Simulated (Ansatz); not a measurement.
# TaN (P-6m2) under biaxial strain in the (0001) plane, that of a and b

Aim: how do the optical modes of TaN (P-6m2) shift and split under this strain?

Calculated with Ansatz 0.2.0; DFT LDA, scalar-relativistic, plane waves, PAW; PAW set soft_1.

### Step 1. Set-up

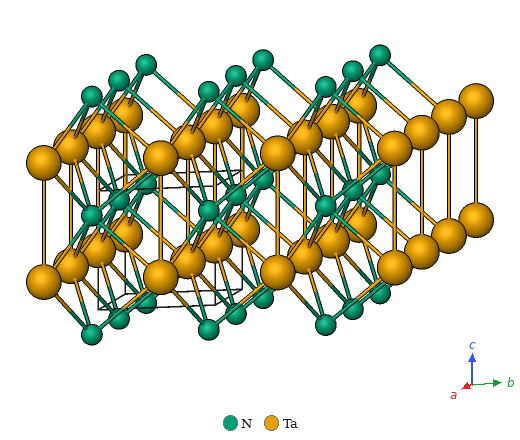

The cell as given, slightly off an axis (nitrogen teal, tantalum orange). 3×3×2 cells are drawn. Some periodic images of atoms are drawn too.

### Step 2. A rough relaxation first

A rough relaxation comes first, because large forces or stress need no tight tolerances yet.

input.yaml

```yaml
crystal:
  lattice:
    - [2.938, 0.0, 0.0]
    - [-1.469, 2.5443826363, 0.0]
    - [0.0, 0.0, 2.883]
  atoms:
    - { symbol: "N", position: [0.66666667, 0.33333333, 0.0] }
    - { symbol: Ta, position: [0.0, 0.0, 0.5] }
kpoints:
  mp_grid: { grid: [9, 9, 8] }
hamiltonian:
  xc: lda
  pseudopotentials: { kind: paw, azcp: { folder: soft_1 }, xc_functional: pbe }
scf:
  occupations: { method: gaussian, width: 0.1 }
output:
  forces: true
  stress: true
  eigenvalues: true
relax:
  adjacent_minimum: "off"
  f_tol: 0.05
  max_steps: 80
  cell: { stress_tol: 0.5 }
```

Launch:

```console
> ansatz run input.yaml --threads 4 --pin off --max-ram 10240MiB --backend cpu --events-out ev --progress --plain --runs-dir out
```

Numbers of over 12 decimals in the logs are rounded to 6 here.

Log:

```text
The last accepted step is kept in <dir> (removed where the run ends without a failure and the disk answers)
Engine: ansatz 0.2.0, aarch64-unknown-linux-gnu
Pseudopotentials: kind: paw
Pseudopotential: N, paw, valence charge 5, recommended cutoff 420 eV (normal), soft_1/N.paw.azcp
Pseudopotential: Ta, paw, valence charge 13, recommended cutoff 420 eV (normal), soft_1/Ta.paw.azcp
Functional definition: SPW92
[...]
--- Relaxed structure (4 steps of the walk, 4 accepted, 1 SCFs on fresh bases) ---
  F+E_penalty+E_count = -10060.03402565 eV   max|allowed force component| = 7.401e-17 eV/Å   (the final SCF, on the basis selected at the relaxed cell)
  cell:  # Å, volume = 20.8703 Å³
    - [2.906418, 0.0, 0.0]
    - [-1.453209, 2.517031, 0.0]
    - [0.0, 0.0, 2.852872]
  atoms:
    - { symbol: N, position: [0.666667, 0.333333, 0.0] }
    - { symbol: Ta, position: [1.8503717008154215e-17, -1.8503717008154243e-17, 0.5] }
[key lines of the parts left out:]
SCF converged after 8 iterations
Free energy (F): -10060.034026 eV
Fermi energy:    20.538947 eV
P = ⅓ Tr σ = -0.1679 GPa (-1.679 kbar)
```

Run time: 2.5 s. Hardware: 4 threads of Arm Neoverse V2, shared host; peak memory 0.3 GiB.

Step by step:

| step | energy less that of the first step (eV) | largest force component (eV/Å) | pressure (GPa) | volume (Å³) |
| --- | --- | --- | --- | --- |
| 1 | 0.0000 | 0.0000 | -11.60 | 21.55 |
| 2 | -0.0131 | 0.0000 | 8.07 | 20.43 |
| 3 | -0.0265 | 0.0000 | 0.03 | 20.87 |
| 4 | -0.0270 | 0.0000 | -0.07 | 20.87 |
| 5* | -0.0257 | 0.0000 | -0.17 | 20.87 |

Relaxation steps marked * repeat the geometry before them on a plane-wave basis chosen anew for their cell, so energy and pressure can jump there.

The run keeps the 12 symmetry operations that it works with, so distortions that break them were not tested.

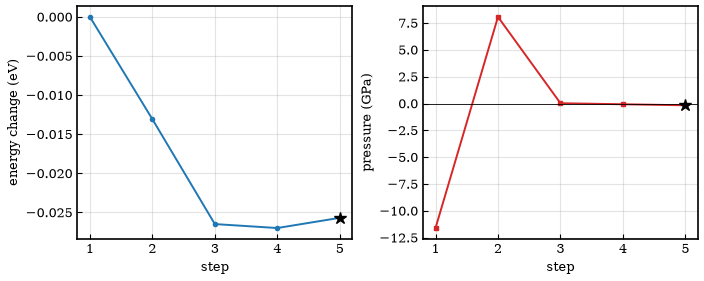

Energy and pressure along the relaxation. Stars mark steps on a basis chosen anew.

| conventional cell, symmetrised | before | after | change |
| --- | --- | --- | --- |
| a (Å) | 2.938 | 2.906 | -1.1 % |
| b (Å) | 2.938 | 2.906 | -1.1 % |
| c (Å) | 2.883 | 2.853 | -1.0 % |
| volume (Å³/atom) | 10.78 | 10.44 | -3.2 % |

The relaxed structure:

```
N Ta
1.0
     2.90642    0.00000    0.00000
    -1.45321    2.51703    0.00000
     0.00000    0.00000    2.85287
N Ta
1 1
Cartesian
  1.4532 0.8390 0.0000
  0.0000 0.0000 1.4264
```

This step gave:

- pressure: -0.1679 GPa
- volume per atom: 10.44 Å³
- gap on the k-mesh: 0 eV

In this step the volume went from 10.78 to 10.44 Å³/atom.

### Step 3. Bringing the structure to rest

The cell and atoms are relaxed, since residual forces and stress would shift the frequencies.

input.yaml, the sections that differ from step 2:

```yaml
crystal:
  lattice:
    - [2.906417592, 0.0, 0.0]
    - [-1.453208796, 2.5170314687, 0.0]
    - [0.0, 0.0, 2.8528722576]
  atoms:
    - { symbol: "N", position: [0.6666666667, 0.3333333333, 0.0] }
    - { symbol: Ta, position: [0.0, 0.0, 0.5] }
kpoints:
  mp_grid: { grid: [18, 18, 14] }
relax:
  adjacent_minimum: "off"
  f_tol: 0.005
  max_steps: 80
  cell: { stress_tol: 0.05 }
# hamiltonian, scf, output: as in step 2
```

Log:

```text
[...]
Crystal: 2 atoms, lattice volume = 20.870 Å³
Basis set: ecut = 420 eV, 405 PW (Γ)
Bands: 13, of which v1, the nominal top of the filled ones, is band 9 counted from 1 (8 counted from 0)
Symmetry: 12 space group operations
[...]
k-points: 296 of 4536 (time reversal used)
[...]
k-point 295: bands = [... 5 lower, 11.9751, 13.8365, 16.6117, 20.1767, 25.2352, 25.7555, 27.4748, 28.3018]
--- Relaxed structure (3 steps of the walk, 2 accepted, 1 SCFs on fresh bases) ---
[...]
cell:  # Å, volume = 20.8622 Å³
    - [2.906555, 0.0, 0.0]
    - [-1.453278, 2.517151, 0]
    - [0.0, 0, 2.851499]
  atoms:
    - { symbol: N, position: [0.666667, 0.333333, 0] }
    - { symbol: Ta, position: [-3.7007434155248937e-17, 0, 0.5] }
[key lines of the parts left out:]
SCF converged after 7 iterations
Free energy (F): -10060.033344 eV
Fermi energy:    20.445684 eV
P = ⅓ Tr σ = 0.0002 GPa (0.002 kbar)
```

It took 7.4 s on 4 threads; peak memory 0.41 GiB.

Little changed from the start: no atom moved by 0.005 Å and no cell edge by 0.1 %.

Numbers from this step:

```
pressure        : 1.79e-4 GPa
volume per atom : 10.43 Å³
```

In this step the volume went from 10.44 to 10.43 Å³/atom.

### Step 4. Tight relaxation

Phonons need small forces and stress, so the relaxation is finished with tight tolerances on 18×18×16 k points.

input.yaml, the sections that differ from step 3:

```yaml
crystal:
  lattice:
    - [2.9065554379, 0.0, 0.0]
    - [-1.4532777189, 2.5171508467, 0.0]
    - [0.0, 0.0, 2.8514994028]
  atoms:
    - { symbol: "N", position: [0.6666666667, 0.3333333333, 0.0] }
    - { symbol: Ta, position: [0.0, 0.0, 0.5] }
kpoints:
  mp_grid: { grid: [18, 18, 16] }
scf:
  occupations: { method: methfessel_paxton, width: 0.2 }
relax:
  adjacent_minimum: "off"
  f_tol: 0.001
  max_steps: 60
  cell: { stress_tol: 0.01 }
# hamiltonian, output: as in step 3
```

Log:

```text
[...]
Crystal: 2 atoms, lattice volume = 20.862 Å³
Basis set: ecut = 420 eV, 405 PW (Γ)
Bands: 13, of which v1, the nominal top of the filled ones, is band 9 counted from 1 (8 counted from 0)
Symmetry: 12 space group operations
[...]
k-points: 333 of 5184 (time reversal used)
[...]
k-point 332: bands = [... 5 lower, 11.9749, 13.8358, 16.6109, 20.1754, 25.2341, 25.7540, 27.4727, 28.3003]
--- Relaxed structure (3 steps of the walk, 2 accepted, 1 SCFs on fresh bases) ---
[...]
cell:  # Å, volume = 20.8630 Å³
    - [2.906508, -2.886695392243731e-11, 0]
    - [-1.453254, 2.517110, 0]
    - [0, 0, 2.851695]
  atoms:
    - { symbol: N, position: [0.666667, 0.333333, 0] }
    - { symbol: Ta, position: [-3.700743415524895e-17, 0, 0.500000] }
[key lines of the parts left out:]
SCF converged after 3 iterations
Free energy (F): -10060.033086 eV
Fermi energy:    20.407835 eV
P = ⅓ Tr σ = -0.0008 GPa (-0.008 kbar)
```

The job ended after 7.8 s (4 threads; peak memory 0.42 GiB; 29 s of CPU time).

Little changed from the start: no atom moved by 0.005 Å and no cell edge by 0.1 %.

This step gave:

- pressure: -7.71e-4 GPa

The forces vanish by symmetry and the pressure is -0.001 GPa, within the tolerances set. The cell now holds 10.43 Å³/atom.

### Step 5. Modes at rest

Phonons follow from the second derivative of the energy, found here by linear response.

The modes at rest are the reference of the series.

input.yaml, the sections that differ from step 4:

```yaml
crystal:
  lattice:
    - [2.906508423, 0.0, 0.0]
    - [-1.4532542115, 2.5171101307, 0.0]
    - [0.0, 0.0, 2.8516946941]
  atoms:
    - { symbol: "N", position: [0.6666666667, 0.3333333333, 0.0] }
    - { symbol: Ta, position: [0.0, 0.0, 0.5] }
output:
  eigenvalues: true
phonons:
  method: dfpt
# kpoints, hamiltonian, scf: as in step 4
# relax: removed
```

Log:

```text
zone centre: on kpoints.mp_grid the ground state, and the responses unless they are solved on pairs of k-points, stand on 819 of the mesh's 5184 k-points, reduced under 4 symmetry operations, with k and −k counted as one. Each operation leaves every solved displacement unchanged or reverses it
[...]
Crystal: 2 atoms, lattice volume = 20.863 Å³
Basis set: ecut = 420 eV, 405 PW (Γ), exchange–correlation on 40×40×40 points (8 copies of the dense FFT grid, shifted against one another)
Bands: 13, of which v1, the nominal top of the filled ones, is band 9 counted from 1 (8 counted from 0)
Symmetry: 12 space group operations
k-points: 819 of 5184 (irreducible under 4 space group operations, time reversal used)
[...]
SCF iter   1: F=—  HF=-10060.080589 eV  |F-HF|=—  |Δ(HF+E_count)|=         —  Δρ=4.86e-2  dr2=2.92e-1  ethr=3.10e-3  ⟨swp⟩=5.0  Hψ=52934  notcnv=0
[...]
SCF iter   8: F=-10060.033087 eV  HF=-10060.033087 eV  |F-HF|=3.64e-12  |Δ(HF+E_count)|=  1.46e-11  S|Δr|=    0.00e0  Δρ=5.93e-8  dr2=2.35e-13  ethr=1.00e-12  ⟨swp⟩=6.0  Hψ=45388  notcnv=0
SCF 1 converged in 8 iterations: F = -10060.033087 eV  dr2 = 2.35e-13
[...]
DFPT response loops at Γ: preconditioner auto → Kerker (q_TF=auto, 2.662 Å⁻¹) (partly filled bands, converged f_vac=0.000); β = 1.00, the filter's whole step (`scf.mixing.beta` (0.50) is not read by the response loops under this deck's `scf.mixing.preconditioner`; to damp them name `kerker` or `kerker_dos`, under which they read `scf.mixing.beta`, and type it under 1.00, their step now; both keys bind the ground state too); Broyden in place of MSR1
SCF converged after 8 iterations
[...]
Free energy (F): -10060.033087 eV
[...]
Internal energy: -10060.033856 eV  (E = F + TS)
E sigma→0 (E₀):  -10060.033279 eV
Entropy (-TS):   0.000769 eV (0.385 meV/atom)
Fermi energy:    20.407835 eV
[...]
--- Band table (eV; the first three rows and the last of 819) ---
  k-point 0: bands = [... 5 lower, 15.7822, 15.7822, 16.1360, 17.5408, 23.0267, 24.1959, 24.1959, 24.6107]
  k-point 1: bands = [... 5 lower, 15.8157, 15.8157, 15.8389, 17.7907, 23.1655, 23.5491, 23.5491, 25.1068]
  k-point 2: bands = [... 5 lower, 15.1650, 15.9118, 15.9118, 18.3692, 22.7076, 22.7076, 23.5429, 25.4900]
  k-point 818: bands = [... 5 lower, 12.6717, 13.5274, 16.3118, 19.4689, 24.7932, 25.7210, 26.7854, 27.8471]
--- Phonons (Γ-DFPT): 4 representative perturbations + reference, on 819 of 5184 k-points (Σ response iterations 12) ---
  k mesh reduced under 4 symmetry operations, with k and −k counted as one. Each operation leaves every solved displacement unchanged or reverses it
  ASR residual: 2.315e-5 → 0.000e0 eV/Å²; symmetrization residual: 3.332e-6 eV/Å²
  ASR residual per site (eV/Å²): 2.31e-5 2.21e-5
  Γ frequencies (cm⁻¹): 0.00 0.00 0.00 543.74 543.74 567.89
  non-analytic LO–TO correction: not included (Born effective charges unavailable; polar crystals: no LO–TO splitting at Γ)
```

Wall time 20 s (4 threads); peak memory 0.88 GiB.

This step gave:

* sum-rule residual before enforcement: 2.31e-5 eV/Å²
* point group: -6m2
* highest optical mode at the zone centre (no LO-TO term): 567.9 cm⁻¹
* lowest optical zone-centre mode: 543.7 cm⁻¹

Patterns of degenerate modes are one choice out of their space. Modes at Γ, with each element's share of the kinetic energy:

| mode | frequency (cm⁻¹) | symmetry | N % | Ta % |
| --- | --- | --- | --- | --- |
| 1 | 0.0 | acoustic | 7 | 93 |
| 2 | 0.0 | acoustic | 7 | 93 |
| 3 | 0.0 | acoustic | 7 | 93 |
| 4 | 543.7 | E' | 93 | 7 |
| 5 | 543.7 | E' | 93 | 7 |
| 6 | 567.9 | A2'' | 93 | 7 |

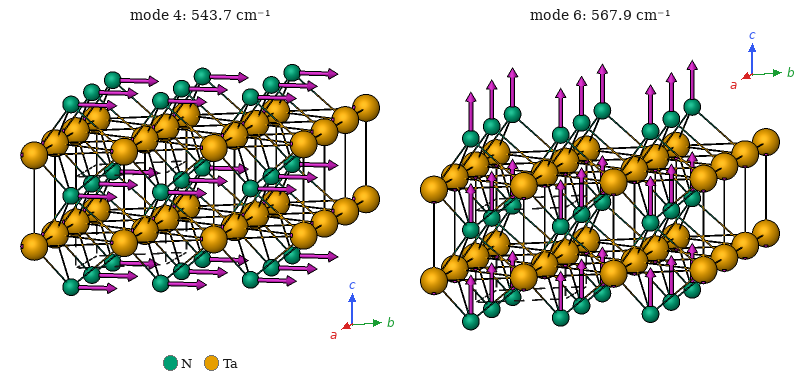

Displacement patterns of modes 4 and 6 at Γ; arrows are exaggerated. 3×3×2 cells are drawn. Some periodic images of atoms are drawn too.

Before it was imposed, the acoustic sum rule was missed by 2.3e-5 eV/Å². Small misses are needed for a sound result but don't prove that mesh and cutoff are converged. The lowest optical mode is real, 544 cm⁻¹.

### Step 6. Relaxation of a member: biaxial strain of +4 % in the (0001) plane, that of a and b

The cell takes a biaxial strain of +4 % in the (0001) plane, that of a and b. The strained lengths are held, while the rest of the cell and the atoms relax.

input.yaml, the sections that differ from step 5:

```yaml
crystal:
  lattice:
    - [3.02276876, 0.0, 0.0]
    - [-1.51138438, 2.6177945359, 0.0]
    - [0.0, 0.0, 2.8218177293]
  atoms:
    - { symbol: "N", position: [0.6666666667, 0.3333333333, 0.0] }
    - { symbol: Ta, position: [0.0, 0.0, 0.5] }
output:
  forces: true
  stress: true
  eigenvalues: true
relax:
  adjacent_minimum: "off"
  f_tol: 0.001
  max_steps: 60
  cell: { stress_tol: 0.01, fix: [a, b, gamma] }
# kpoints, hamiltonian, scf: as in step 5
# phonons: removed
```

Log:

```text
[...]
Crystal: 2 atoms, lattice volume = 22.329 Å³
Basis set: ecut = 420 eV, 417 PW (Γ)
Bands: 13, of which v1, the nominal top of the filled ones, is band 9 counted from 1 (8 counted from 0)
Symmetry: 12 space group operations
[...]
k-points: 333 of 5184 (time reversal used)
[...]
k-point 332: bands = [... 5 lower, 10.9681, 12.5193, 15.3015, 18.8576, 22.9483, 23.8062, 25.6145, 26.2984]
--- Relaxed structure (5 steps of the walk, 5 accepted, 2 SCFs on fresh bases) ---
[...]
cell:  # Å, volume = 22.2603 Å³
    - [3.022769, 0, 0.0]
    - [-1.511384, 2.617795, 0.0]
    - [0.0, 0.0, 2.813140]
  atoms:
    - { symbol: N, position: [0.666667, 0.333333, 0.0] }
    - { symbol: Ta, position: [-3.7007434155248937e-17, 0, 0.500000] }
[key lines of the parts left out:]
SCF converged after 4 iterations
Free energy (F): -10059.868610 eV
Fermi energy:    19.006823 eV
P = ⅓ Tr σ = -19.5991 GPa (-195.991 kbar)
```

Wall time 13 s (4 threads); peak memory 0.43 GiB; 51 s of CPU time.

Step by step:

| step | energy less that of the first step (eV) | largest force component (eV/Å) | pressure (GPa) | volume (Å³) |
| --- | --- | --- | --- | --- |
| 1 | 0.0000 | 0.0000 | -20.64 | 22.33 |
| 2 | -0.0003 | 0.0000 | -18.55 | 22.19 |
| 3 | -0.0007 | 0.0000 | -19.61 | 22.26 |
| 4 | -0.0007 | 0.0000 | -19.60 | 22.26 |
| 5* | -0.0005 | 0.0000 | -19.61 | 22.26 |
| 6 | -0.0005 | 0.0000 | -19.60 | 22.26 |
| 7* | -0.0005 | 0.0000 | -19.60 | 22.26 |

Relaxation steps marked * repeat the geometry before them on a plane-wave basis chosen anew for their cell, so energy and pressure can jump there.

Forces are held to the 12 operations that the run works with; a distortion that breaks them can't arise in this run.

| conventional cell, symmetrised | before | after | change |
| --- | --- | --- | --- |
| a (Å) | 3.023 | 3.023 | +0.0 % |
| b (Å) | 3.023 | 3.023 | +0.0 % |
| c (Å) | 2.822 | 2.813 | -0.3 % |
| volume (Å³/atom) | 11.16 | 11.13 | -0.3 % |

The relaxed structure:

```xyz
2
Lattice="3.0228 0.0000 0.0000 -1.5114 2.6178 0.0000 0.0000 0.0000 2.8131" Properties=species:S:1:pos:R:3 pbc="T T T"
N     1.5114    0.8726    0.0000
Ta    0.0000    0.0000    1.4066
```

Numbers from this step:

| Quantity | Value |
| --- | --- |
| pressure | -19.60 GPa |
| volume per atom | 11.13 Å³ |

The forces vanish by symmetry.

### Step 7. Zone-centre modes of the member: biaxial strain of +4 % in the (0001) plane, that of a and b

The zone-centre modes follow for biaxial strain of +4 % in the (0001) plane, that of a and b.

input.yaml, the sections that differ from step 6:

```yaml
crystal:
  lattice:
    - [3.02276876, 0.0, 0.0]
    - [-1.51138438, 2.6177945359, 0.0]
    - [0.0, 0.0, 2.8131398592]
  atoms:
    - { symbol: "N", position: [0.6666666667, 0.3333333333, 0.0] }
    - { symbol: Ta, position: [0.0, 0.0, 0.5] }
output:
  eigenvalues: true
phonons:
  method: dfpt
# kpoints, hamiltonian, scf: as in step 6
# relax: removed
```

Log:

```text
[...]
Crystal: 2 atoms, lattice volume = 22.260 Å³
Basis set: ecut = 420 eV, 417 PW (Γ), exchange–correlation on 48×48×40 points (8 copies of the dense FFT grid, shifted against one another)
Bands: 13, of which v1, the nominal top of the filled ones, is band 9 counted from 1 (8 counted from 0)
Symmetry: 12 space group operations
k-points: 819 of 5184 (irreducible under 4 space group operations, time reversal used)
[...]
SCF iter   1: F=—  HF=-10059.889061 eV  |F-HF|=—  |Δ(HF+E_count)|=         —  Δρ=4.50e-2  dr2=2.26e-1  ethr=3.10e-3  ⟨swp⟩=5.0  Hψ=53276  notcnv=0
[...]
SCF iter   8: F=-10059.868611 eV  HF=-10059.868611 eV  |F-HF|=1.82e-12  |Δ(HF+E_count)|=  4.91e-11  S|Δr|=    0.00e0  Δρ=1.54e-7  dr2=2.75e-12  ethr=1.00e-12  ⟨swp⟩=6.3  Hψ=47662  notcnv=0
[...]
SCF 1 converged in 8 iterations: F = -10059.868611 eV  dr2 = 2.75e-12
[...]
SCF converged after 8 iterations
[...]
Free energy (F): -10059.868611 eV
[...]
Internal energy: -10059.869809 eV  (E = F + TS)
E sigma→0 (E₀):  -10059.868910 eV
Entropy (-TS):   0.001198 eV (0.599 meV/atom)
Fermi energy:    19.006824 eV
[...]
--- Band table (eV; the first three rows and the last of 819) ---
  k-point 0: bands = [... 5 lower, 14.2457, 14.2457, 15.0946, 16.5369, 20.7387, 22.7507, 22.7507, 22.9523]
  k-point 1: bands = [... 5 lower, 14.2799, 14.2799, 14.8524, 16.7115, 20.9031, 22.0042, 22.0042, 23.5359]
  k-point 2: bands = [... 5 lower, 14.2220, 14.3776, 14.3776, 17.2171, 21.1386, 21.1386, 21.3295, 23.9064]
  k-point 818: bands = [... 5 lower, 11.5790, 12.2578, 14.9821, 18.2027, 22.6052, 24.1135, 24.7253, 25.8046]
[...]
ASR residual: 7.621e-5 → 0.000e0 eV/Å²; symmetrization residual: 3.445e-6 eV/Å²
  ASR residual per site (eV/Å²): 4.24e-5 7.62e-5
  Γ frequencies (cm⁻¹): 0.00 0.00 0.00 491.26 491.26 513.54
[...]
```

Elapsed: 22 s, on 4 threads; peak memory 0.92 GiB; 81 s of CPU time.

Numbers from this step:

```
sum-rule residual before enforcement                    : 7.62e-5 eV/Å²
highest optical mode at the zone centre (no LO-TO term) : 513.5 cm⁻¹
lowest optical zone-centre mode                         : 491.3 cm⁻¹
```

Patterns of degenerate modes are one choice out of their space. Modes at Γ, with each element's share of the kinetic energy:

| mode | frequency (cm⁻¹) | symmetry | N % | Ta % |
| --- | --- | --- | --- | --- |
| 1 | 0.0 | acoustic | 7 | 93 |
| 2 | 0.0 | acoustic | 7 | 93 |
| 3 | 0.0 | acoustic | 7 | 93 |
| 4 | 491.3 | E' | 93 | 7 |
| 5 | 491.3 | E' | 93 | 7 |
| 6 | 513.5 | A2'' | 93 | 7 |

The lowest optical mode is real, 491 cm⁻¹, and the highest lies at 513.5 cm⁻¹.

For the highest optical mode at the zone centre (no LO-TO term), step 5 gave 568 cm⁻¹; this run, with strain 4 %, gives 514 cm⁻¹ (-10 %).

(Part 1 of 2 ends here.)

[Logs are printed without paths, hosts, clocks, repeated set-up lines and the standing remarks that a program may print on its own settings, such as how far it seeks lower states.]

[Hosts, paths, dates, database ids (printed as entryN), source tags and the programs' standing remarks are cut or masked in the printed files.]
